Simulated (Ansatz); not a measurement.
## Fields on a plane of Ge (diamond)

```xyz
2
Lattice="0.0000 2.8363 2.8363 2.8363 0.0000 2.8363 2.8363 2.8363 0.0000" Properties=species:S:1:pos:R:3 pbc="T T T"
Ge     2.8363     2.8363     2.8363
Ge     4.2545     4.2545     4.2545
```

The slice is a {100} plane (indices of the conventional cell) through the point (0.500, 0.500, 0.500) (fractional), spanned by u = [100] and v = [0 1 -1] in vectors of this cell: u (4.01 Å) and v (4.01 Å, at 90° to u). It covers one period; positions are fractions (u, v).

Atoms on it: Ge at (0.00, 0.00).

All values below come from r2SCAN (plane waves to 500 eV, PAW, scalar-relativistic; Ansatz, an electronic-structure program). k mesh 10×10×10. These are valence fields of a PAW run, semicore shells included where kept as valence: close to a nucleus they are smooth pseudo fields. Ge was relaxed with its symmetry unable to fall. The PAW data are Ansatz's earlier set.

| v \ u | 0.00 | 0.11 | 0.21 | 0.32 | 0.43 | 0.54 | 0.64 | 0.75 | 0.86 | 0.96 |
|---|---|---|---|---|---|---|---|---|---|---|
| 0.93 | x | 0.21 | 0.48 | 0.59 | 0.43 | 0.38 | 0.55 | 0.53 | 0.32 | x |
| 0.86 | 0.26 | 0.37 | 0.48 | 0.50 | 0.33 | 0.29 | 0.44 | 0.52 | 0.42 | 0.28 |
| 0.79 | 0.47 | 0.48 | 0.48 | 0.34 | 0.19 | 0.17 | 0.28 | 0.46 | 0.48 | 0.47 |
| 0.71 | 0.59 | 0.56 | 0.41 | 0.18 | 0.08 | 0.07 | 0.14 | 0.33 | 0.53 | 0.59 |
| 0.64 | 0.59 | 0.51 | 0.28 | 0.09 | 0.03 | 0.03 | 0.06 | 0.20 | 0.44 | 0.58 |
| 0.57 | 0.46 | 0.38 | 0.19 | 0.05 | 0.02 | 0.01 | 0.03 | 0.13 | 0.33 | 0.45 |
| 0.50 | 0.40 | 0.33 | 0.16 | 0.04 | 0.01 | 0.01 | 0.03 | 0.11 | 0.28 | 0.39 |
| 0.43 | 0.46 | 0.38 | 0.19 | 0.05 | 0.02 | 0.01 | 0.03 | 0.13 | 0.33 | 0.45 |
| 0.36 | 0.59 | 0.51 | 0.28 | 0.09 | 0.03 | 0.03 | 0.06 | 0.20 | 0.44 | 0.58 |
| 0.29 | 0.59 | 0.56 | 0.41 | 0.18 | 0.08 | 0.07 | 0.14 | 0.33 | 0.53 | 0.59 |
| 0.21 | 0.47 | 0.48 | 0.48 | 0.34 | 0.19 | 0.17 | 0.28 | 0.46 | 0.48 | 0.47 |
| 0.14 | 0.26 | 0.37 | 0.48 | 0.50 | 0.33 | 0.29 | 0.44 | 0.52 | 0.42 | 0.28 |
| 0.07 | x | 0.21 | 0.48 | 0.59 | 0.43 | 0.38 | 0.55 | 0.53 | 0.32 | x |
| 0.00 | x | x | 0.47 | 0.62 | 0.46 | 0.41 | 0.59 | 0.53 | 0.26 | x |

Values: electron localisation function (ELF). Points within 0.5 Å of a nucleus are blanked (x), as the pseudised field means little there.

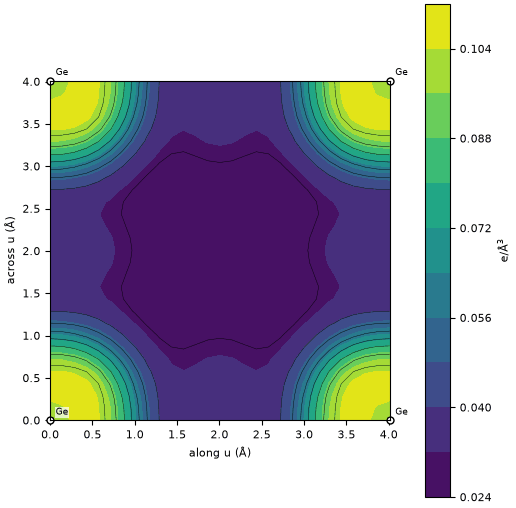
Fig. 1. Density of the lowest conduction band (whole band as if filled, smooth part) in e/Å³, one period of the plane, atoms marked.
